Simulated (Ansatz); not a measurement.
**BGeO (quartet): RPA-PBE over vertical spin and charge gaps, cc-pVTZ**

Aim: run BGeO (quartet) with these functionals over vertical spin and charge gaps, and hold them against the top wave-function level at the same points.

The runs use Ansatz 0.2.0, Gaussian basis; cc-pVTZ, all electrons in the functionals, frozen cores in the correlation of double hybrids and RPA.

Plan: RPA-PBE, at charge 0, quartet; charge 0, doublet; charge 0, sextet; charge 1, triplet; charge 1, quintet.

10 further runs of the same task are left out: 5 for a known fault of the program, 5 set aside as unsound or not needed.

**1. The geometry**

The geometry is a PBE0/def2-TZVP stationary point (not a proven minimum). No spin-orbit coupling is included. The filled d shell of Ge may be among the frozen orbitals whatever the setting's name suggests; the logs give the count.

3 atoms, charge 0, spin multiplicity 4.

Atoms are counted from 1 here; the program's logs count them from 0.

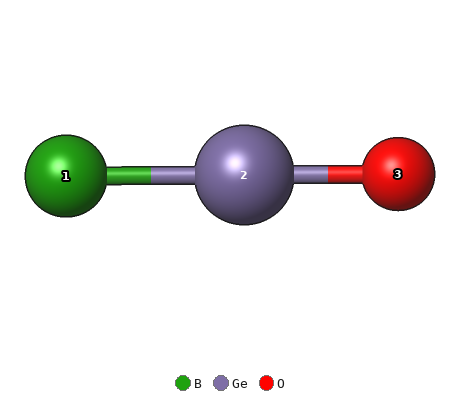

The geometry (boron green, germanium purple, oxygen red); atoms are numbered from 1 in the order of the file.

Coordinates:

```xyz
3

B     0.00000    0.00000    1.79040
Ge    0.00000    0.00000   -0.08450
O     0.00000    0.00000   -1.70590
```

No dispersion term is added.

The geometry shown and the zero of energy belong to the point charge 0, quartet. The yardstick, UCCSD(T), and other wave-function levels (R restricted, U unrestricted, valence and pair active spaces) come from earlier runs.

**2. RPA-PBE, charge 0, quartet**

Input file in.yaml:

```yaml
crystal:
  periodic: [false, false, false]
  atoms:
    - {symbol: B, position_ang: [0.000000, 0.000000, 1.790400]}
    - {symbol: Ge, position_ang: [0.000000, 0.000000, -0.084500]}
    - {symbol: O, position_ang: [0.000000, 0.000000, -1.705900]}
basis:
  gaussian: {orbitals: cc-pVTZ}
magnetization: {spin_polarized: true, initial_magnetization: 3}
hamiltonian: {xc: {name: PBE}}
correlation: {method: rpa, electrons: outside_noble_gas}
```

Run with:

```
> ansatz run in.yaml --threads 2 --pin off --events-out ev --progress --plain --max-ram 24576MiB --backend cuda --devices 0, --max-vram 18GiB
```

Log:

```text
Functional definition: PBE
  name "PBE"
  cite "Perdew, Burke & Ernzerhof, Phys. Rev. Lett. 77, 3865 (1996) doi:10.1103/PhysRevLett.77.3865"
  parent pbe
  parameter kappa = 0.804
  parameter beta = 0.06672455060314922
  exchange = pbe_x(kappa = kappa, mu = beta*pi^2/3)
  correlation = pbe_c(beta = beta)
647 factors; integrals over basis functions are off by at most 1.2e-3 eV
mean field evaluation 1: about -59217.0495 eV, gradient 5.2e1 eV
mean field evaluation 2: about -59217.0439 eV, gradient 5.2e1 eV
mean field evaluation 4: about -59211.0470 eV, gradient 4.3e1 eV
mean field evaluation 8: about -59225.8400 eV, gradient 1.4e1 eV
mean field evaluation 16: about -59226.6690 eV, gradient 2.5e-3 eV
mean field evaluation 32: about -59135.4218 eV, gradient 8.3e1 eV
mean field evaluation 64: about -59166.5521 eV, gradient 6.5e1 eV
mean field -59226.66903237 eV, -2176.5399416613 hartree, gradient 4.3e-6 eV, S^2 3.753123; 2 other end points of the search recorded, 0 dependent functions left out
16 core orbitals not correlated: weight in the atoms' cores, before any rotation towards them, 0.968 or more for the frozen orbitals, at most 0.028 for the correlated occupied ones
reference -59178.36047008 eV, -2174.7646347420 hartree; 8, 5 occupied and 79, 82 virtual orbitals, 647 factors
Total energy: -59195.78117918 eV, -2175.4048339931 hartree
```

Wall time 10 s (1 × H100 (card shared with other runs) with 2 threads of AMD EPYC 7R13, shared host); peak host memory 0.86 GiB.

From the report: ⟨S²⟩ of the determinant 3.753 (pure quartet: 3.75).

**3. RPA-PBE, charge 0, doublet**

Changes to in.yaml since step 2:

```diff
@@ -8,3 +8,3 @@
   gaussian: {orbitals: cc-pVTZ}
-magnetization: {spin_polarized: true, initial_magnetization: 3}
+magnetization: {spin_polarized: true, initial_magnetization: 1}
 hamiltonian: {xc: {name: PBE}}
```

Launched as before.

Log, cut to the lines that bear on the results:

```text
Functional definition: PBE
  name "PBE"
  cite "Perdew, Burke & Ernzerhof, Phys. Rev. Lett. 77, 3865 (1996) doi:10.1103/PhysRevLett.77.3865"
  parent pbe
[...]
647 factors; integrals over basis functions are off by at most 1.2e-3 eV
[...]
mean field -59226.47550788 eV, -2176.5328297675 hartree, gradient 8.6e-6 eV, S^2 1.367425; 16 other end points of the search recorded, 0 dependent functions left out
16 core orbitals not correlated: weight in the atoms' cores, before any rotation towards them, 0.970 or more for the frozen orbitals, at most 0.027 for the correlated occupied ones
reference -59177.43683344 eV, -2174.7306917214 hartree; 7, 6 occupied and 80, 81 virtual orbitals, 647 factors
Total energy: -59195.62490972 eV, -2175.3990911964 hartree
```

Run time: 24 s. Hardware: 1 × H100 (card shared with other runs) with 2 threads of AMD EPYC 7R13, shared host; peak host memory 0.86 GiB.

From the report: ⟨S²⟩ of the determinant 1.367 (pure doublet: 0.75). The determinant is far from a pure spin state, so its energy mixes those of several spin states (harmless only where they are near-degenerate, as at dissociation).

From charge 0, quartet: +3.6 kcal/mol.

**4. RPA-PBE, charge 0, sextet**

Changes to in.yaml since step 3:

```diff
@@ -8,3 +8,3 @@
   gaussian: {orbitals: cc-pVTZ}
-magnetization: {spin_polarized: true, initial_magnetization: 1}
+magnetization: {spin_polarized: true, initial_magnetization: 5}
 hamiltonian: {xc: {name: PBE}}
```

Launched as before.

Log, cut to the lines that bear on the results:

```text
Functional definition: PBE
  name "PBE"
  cite "Perdew, Burke & Ernzerhof, Phys. Rev. Lett. 77, 3865 (1996) doi:10.1103/PhysRevLett.77.3865"
  parent pbe
[...]
647 factors; integrals over basis functions are off by at most 1.2e-3 eV
[...]
mean field -59221.13767708 eV, -2176.3366681039 hartree, gradient 1.2e-6 eV, S^2 8.752906; 15 other end points of the search recorded, 0 dependent functions left out
16 core orbitals not correlated: weight in the atoms' cores, before any rotation towards them, 0.925 or more for the frozen orbitals, at most 0.071 for the correlated occupied ones
reference -59175.02873143 eV, -2174.6421956049 hartree; 9, 4 occupied and 78, 83 virtual orbitals, 647 factors
Total energy: -59190.64036829 eV, -2175.2159126776 hartree
```

Wall time 8 s (1 × H100 (card shared with other runs) with 2 threads of AMD EPYC 7R13, shared host); peak host memory 0.85 GiB.

From the report: ⟨S²⟩ of the determinant 8.753 (pure sextet: 8.75).

From charge 0, quartet: +118.5 kcal/mol.

**5. RPA-PBE, charge 1, triplet**

Changes to in.yaml since step 4:

```diff
@@ -8,3 +8,4 @@
   gaussian: {orbitals: cc-pVTZ}
-magnetization: {spin_polarized: true, initial_magnetization: 5}
+total_charge: 1
+magnetization: {spin_polarized: true, initial_magnetization: 2}
 hamiltonian: {xc: {name: PBE}}
```

Launched as before.

Log, cut to the lines that bear on the results:

```text
Functional definition: PBE
  name "PBE"
  cite "Perdew, Burke & Ernzerhof, Phys. Rev. Lett. 77, 3865 (1996) doi:10.1103/PhysRevLett.77.3865"
  parent pbe
[...]
647 factors; integrals over basis functions are off by at most 1.2e-3 eV
[...]
mean field -59217.37110990 eV, -2176.1982493132 hartree, gradient 8.2e-7 eV, S^2 2.011146; 6 other end points of the search recorded, 0 dependent functions left out
16 core orbitals not correlated: weight in the atoms' cores, before any rotation towards them, 0.973 or more for the frozen orbitals, at most 0.024 for the correlated occupied ones
reference -59169.15080473 eV, -2174.4261857830 hartree; 7, 5 occupied and 80, 82 virtual orbitals, 647 factors
Total energy: -59186.46601247 eV, -2175.0625079307 hartree
```

Run time: 6.5 s. Hardware: 1 × H100 (card shared with other runs) with 2 threads of AMD EPYC 7R13, shared host; peak host memory 0.85 GiB.

From the report: ⟨S²⟩ of the determinant 2.011 (pure triplet: 2.00).

From charge 0, quartet: +214.8 kcal/mol.

**6. RPA-PBE, charge 1, quintet**

Changes to in.yaml since step 5:

```diff
@@ -9,3 +9,3 @@
 total_charge: 1
-magnetization: {spin_polarized: true, initial_magnetization: 2}
+magnetization: {spin_polarized: true, initial_magnetization: 4}
 hamiltonian: {xc: {name: PBE}}
```

Launched as before.

Log, cut to the lines that bear on the results:

```text
Functional definition: PBE
  name "PBE"
  cite "Perdew, Burke & Ernzerhof, Phys. Rev. Lett. 77, 3865 (1996) doi:10.1103/PhysRevLett.77.3865"
  parent pbe
[...]
647 factors; integrals over basis functions are off by at most 1.2e-3 eV
[...]
mean field -59215.15221898 eV, -2176.1167065757 hartree, gradient 6.6e-6 eV, S^2 6.003505; 4 other end points of the search recorded, 0 dependent functions left out
16 core orbitals not correlated: weight in the atoms' cores, before any rotation towards them, 0.937 or more for the frozen orbitals, at most 0.059 for the correlated occupied ones
reference -59169.41260556 eV, -2174.4358067860 hartree; 8, 4 occupied and 79, 83 virtual orbitals, 647 factors
Total energy: -59184.38276454 eV, -2174.9859499815 hartree
```

It took 8 s on 1 × H100 (card shared with other runs) with 2 threads of AMD EPYC 7R13, shared host; peak host memory 0.85 GiB.

From the report: ⟨S²⟩ of the determinant 6.004 (pure quintet: 6.00).

From charge 0, quartet: +262.9 kcal/mol.

**7. Against the wave-function levels**

No level is safe as a reference over these points; UCCSD(T) serves as a yardstick only. It comes from earlier runs at the same points. Energies in kcal/mol, counted from charge 0, quartet; blanks weren't run or aren't comparable.

| level | quartet to doublet | quartet to sextet | ionisation to the triplet cation | ionisation to the quintet cation |
| --- | --- | --- | --- | --- |
| UCCSD(T) | 6.9 | 122.0 | 212.6 | 261.0 |
| RPA-PBE | 3.6 | 118.5 | 214.8 | 262.9 |

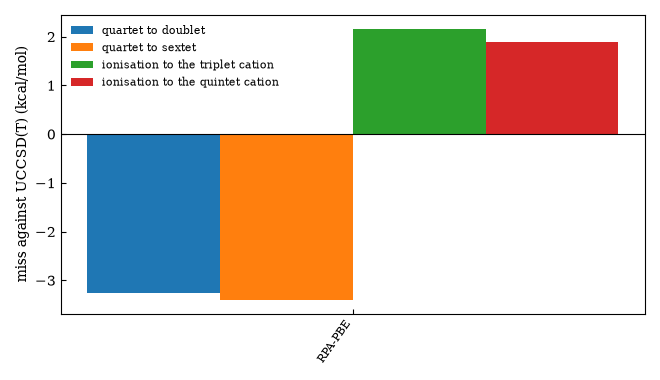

Misses of the gaps against UCCSD(T).

Largest miss and mean time a point (UCCSD(T) took 22 s a point; shared hosts):

| level | largest miss (kcal/mol) | where | time a point |
| --- | --- | --- | --- |
| RPA-PBE | -3.4 | quartet to sextet | 11 s |

**8. Outcome**

| quantity | value |
| --- | --- |
| quartet to doublet, UCCSD(T) | 6.9 kcal/mol |
| quartet to sextet, UCCSD(T) | 122.0 kcal/mol |
| ionisation to the triplet cation, UCCSD(T) | 212.6 kcal/mol |
| ionisation to the quintet cation, UCCSD(T) | 261.0 kcal/mol |
| largest miss, RPA-PBE | -3.4 kcal/mol (quartet to sextet) |

What this shows: RPA-PBE strays by up to 3.4 kcal/mol, at quartet to sextet. RPA-PBE clearly breaks the spin symmetry at some points (⟨S²⟩ up to 0.62 above the pure value), so energy there is bought with a mixed spin. Functionals and the yardstick converge differently with the basis, so part of each miss in cc-pVTZ is the basis. The yardstick itself may be off where one determinant is a poor start.
